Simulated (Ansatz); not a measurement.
## Single-point calculation, with input and output: C2H8O2Si

System: C2H8O2Si.
Method: RKS r2SCAN/def2-SVPD (Ansatz 0.2.0).

Some settings of this run were made unusual or wrong on purpose. The geometry comes from this level: PBE0-D4/def2-TZVP.

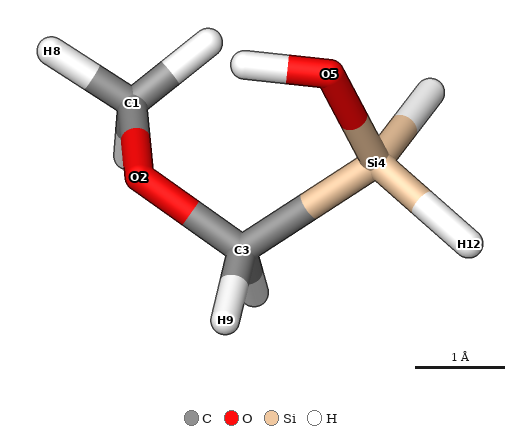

**Figure 1.** The input geometry (stick view, seen at a tilt; atoms are numbered from 1 in the order of the input). Bond lengths as drawn: C–H 1.09 to 1.10 Å, C–O 1.40 to 1.42 Å, C–Si 1.90 Å, H–O 0.96 Å, H–Si 1.49 Å and O–Si 1.65 Å.

## What the run reported

- outcome: converged
- total energy: −14209.5544 eV
- SCF solution under orbital rotations: stable
- hardware: 4 threads of Arm Neoverse V2, 23 GiB of memory available, shared host
- wall time: 6.5 s (CPU time 22 s)
- peak memory: 0.52 GiB

A setting was made wrong on purpose: grid. The program still converged, but the numbers can't be taken as results for the intended system.

## Input
```yaml
crystal:
  periodic: [false, false, false]
  atoms:
    - {symbol: C, position_ang: [-1.275265, -0.830192, 0.931712]}
    - {symbol: O, position_ang: [-0.325472, 0.167143, 1.202808]}
    - {symbol: C, position_ang: [0.913849, -0.059254, 0.542659]}
    - {symbol: Si, position_ang: [0.809645, 0.481835, -1.274023]}
    - {symbol: O, position_ang: [-0.115535, 1.844803, -1.291679]}
    - {symbol: H, position_ang: [-1.511156, -0.899471, -0.139137]}
    - {symbol: H, position_ang: [-0.923803, -1.814493, 1.269239]}
    - {symbol: H, position_ang: [-2.183642, -0.571697, 1.476183]}
    - {symbol: H, position_ang: [1.649477, 0.570123, 1.052959]}
    - {symbol: H, position_ang: [1.242307, -1.100881, 0.669821]}
    - {symbol: H, position_ang: [0.204609, -0.569819, -2.138374]}
    - {symbol: H, position_ang: [2.164578, 0.788253, -1.801070]}
    - {symbol: H, position_ang: [-0.628992, 1.958850, -0.486497]}
basis:
  gaussian: {orbitals: def2-SVPD, final_grid: {core_spheres: 1, valence_spheres: 1, degree: 1}}
hamiltonian: {xc: {name: r2SCAN}}
```

Run as:
```bash
ansatz run in.yaml --threads 4 --pin off --events-out ev --progress --plain --max-ram 10444MiB
```

## Output
```
Functional definition: r2SCAN
  name "r2SCAN"
  cite "Furness, Kaplan, Ning, Perdew & Sun, J. Phys. Chem. Lett. 11, 8208 (2020) doi:10.1021/acs.jpclett.0c02405"
  cite "Furness, Kaplan, Ning, Perdew & Sun, J. Phys. Chem. Lett. 11, 9248 (2020) doi:10.1021/acs.jpclett.0c03077"
  parent r2scan
  parameter k0 = 0.174
  parameter k1 = 0.065
  parameter a1 = 4.9479
  exchange = r2scan_x(k0 = k0, k1 = k1, a1 = a1)
  correlation = r2scan_c
1448 factors; their error is unknown
mean field evaluation 1: about -14155.7350 eV, gradient 7.1e1 eV
mean field evaluation 2: about -14133.8537 eV, gradient 1.2e2 eV
mean field evaluation 4: about -14165.6406 eV, gradient 6.7e0 eV
mean field evaluation 8: about -14104.8788 eV, gradient 1.2e2 eV
mean field evaluation 16: about -14196.0701 eV, gradient 2.2e1 eV
a density is far from that of the atoms, so the factors are made again for it
2054 factors; integrals over basis functions are off by at most 5.8e-4 eV
mean field evaluation 32: about -14104.8183 eV, gradient 1.2e2 eV
mean field -14209.55439911 eV, -522.1914925853 hartree, gradient 1.8e-5 eV, S^2 0.000000; 0 other end points of the search recorded, 0 dependent functions left out
reference -14209.55440504 eV, -522.1914928033 hartree; 25, 25 occupied and 149, 149 virtual orbitals, 2054 factors
Total energy: -14209.55440504 eV, -522.1914928033 hartree
```
